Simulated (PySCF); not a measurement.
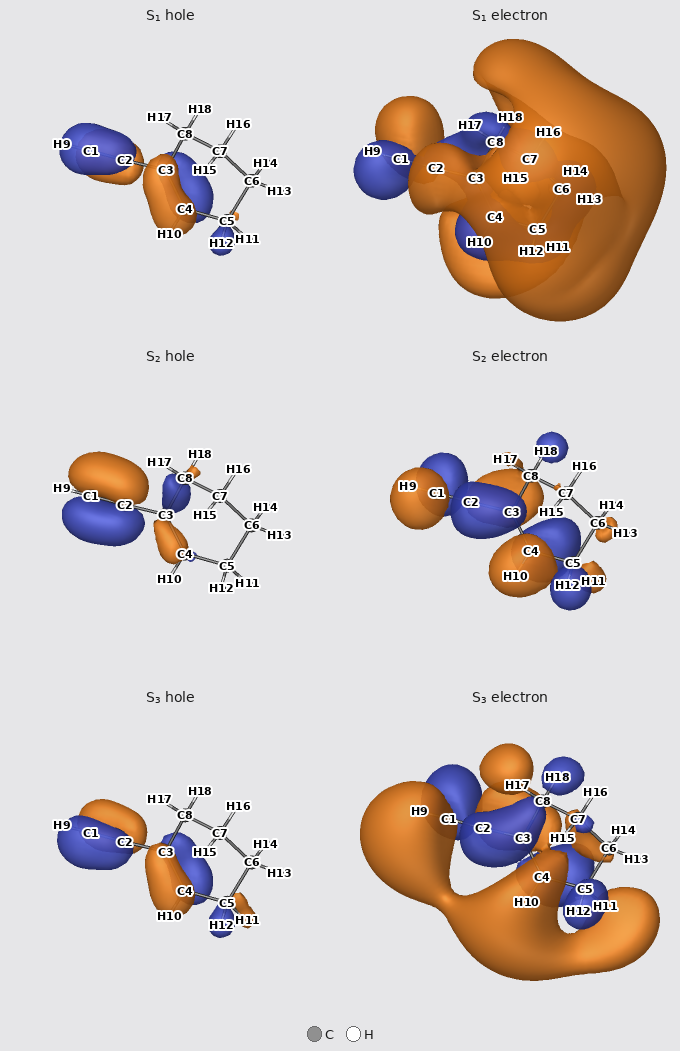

Figure. C8H10, SMILES `C#CC1=CCCCC1`. Leading natural transition orbitals (TDA singlet states).

PySCF calculation, PBE/6-31+G*, gas phase; geometry: GFN2-xTB. No frequency check shows the geometry to be a minimum.

Geometry (Å), atoms numbered from 1:

```
C1      -3.3090   -0.0279   -0.0330
C2      -2.1089   -0.0689   -0.0188
C3      -0.6933   -0.0748   -0.0027
C4      -0.0096   -1.2164    0.0839
C5       1.4835   -1.2893    0.0972
C6       2.1171    0.0220   -0.3608
C7       1.4334    1.1943    0.3347
C8      -0.0264    1.2723   -0.1010
H9      -4.3577   -0.0086   -0.0455
H10     -0.5392   -2.1562    0.1661
H11      1.8134   -2.1140   -0.5410
H12      1.8136   -1.5249    1.1160
H13      3.1862    0.0168   -0.1390
H14      1.9980    0.1267   -1.4416
H15      1.4840    1.0495    1.4164
H16      1.9425    2.1302    0.0956
H17     -0.5718    1.9931    0.5136
H18     -0.0892    1.6195   -1.1380
```

Question: Give the energy and character of each state.

Answer: By state:
- S₁: 5.16 eV (240 nm), f = 0.039, diffuse (Rydberg-like) orbital; the leading pair carries 79 %; hole on C1 (31 %), C2 (21 %) and C4 (18 %), electron on C4 (14 %), C1, C3 and C6 (9 % each) and C5 and C7 (8 % each) (atom shares of so diffuse an orbital are rough) (shares are of the whole state, not of the leading pair alone); their centroids lie 2.3 Å apart; S₂ lies within 0.1 eV of it.
- S₂: 5.18 eV (239 nm), f = 0.011, partly diffuse acceptor orbital; the leading pair carries 75 %; hole on C1 (38 %), C2 (29 %) and C3 and C4 (9 % each), electron on C4 (21 %), C3 (14 %) and C1 (13 %) (atom shares of so diffuse an orbital are rough) (shares are of the whole state, not of the leading pair alone); their centroids lie 1.8 Å apart; S₁ lies within 0.1 eV of it.
- S₃: 5.54 eV (224 nm), f = 0.288 (bright), partly diffuse acceptor orbital; the leading pair carries 90 %; hole on C1 (33 %), C2 (21 %) and C4 (17 %), electron on C1 and C4 (20 % each), C2 and C3 (13 % each) and C5 (7 %) (atom shares of so diffuse an orbital are rough); their centroids lie 0.7 Å apart.
